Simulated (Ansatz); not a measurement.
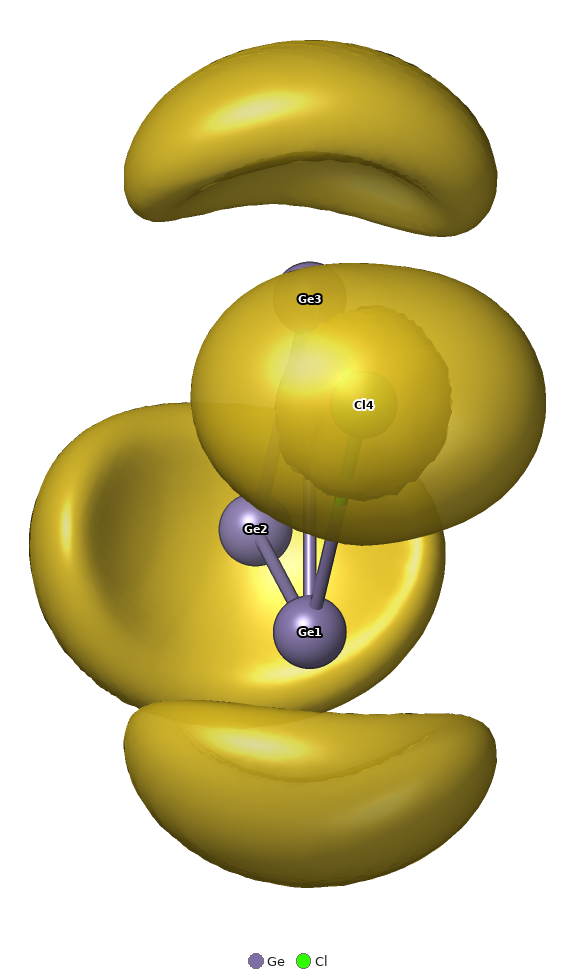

*ClGe₃ (charge +1). Isosurface of the ELF at 0.75 (yellow), seen at an oblique angle. Only the valence region is drawn (cores and ρ < 0.01 e/Å³ removed).*

Geometry: r2SCAN-D4/def2-SVP.

Method: RKS PBE0-D4/def2-TZVP (Ansatz 0.2.0).

```xyz
4

Ge   -1.1813   -0.5288    0.2044
Ge    0.4987   -1.5025   -1.2794
Ge    1.1640    0.5749   -0.1775
Cl   -0.4814    1.4564    1.2525
```

Where are the electrons localised?

Answer. The ELF exceeds this value in three lobes on Ge, pointing away from the bonds (lone pairs) and one region wrapped around Cl (its valence shell). Profiles from the grid: Ge–Cl (2.35 Å): the ELF peaks at about 0.80 in the valence shell of Cl, 0.8 Å from its nucleus, and is about 0.55 at the midpoint. Ge–Ge (2.44 Å): the ELF reaches about 0.55 near the midpoint.
